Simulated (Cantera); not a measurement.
Feed: 1 mol Cu, 0.22 mol H2O, 2.4 mol CO, at 0.160 bar.

These are equilibrium values from Cantera (NASA tables, ideal gas, pure condensed phases), not measurements of a reactor. Candidate condensed phases: C, C6H6, C7H8, C8H18, Cu, CuO, Cu(OH)2, Cu2O, H2O; 113 gas species. Equilibrium is a limit: real reactors are often held back by kinetics, nucleation or transport.

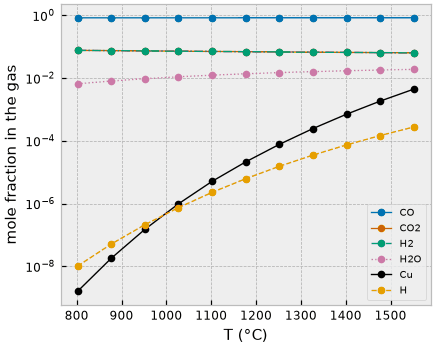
Figure. Equilibrium gas composition (values under 1e-9 drawn at 1e-9)

From 802 °C to 1027 °C the condensed part is Cu(s). From 1102 °C to 1552 °C the condensed part is Cu(l).
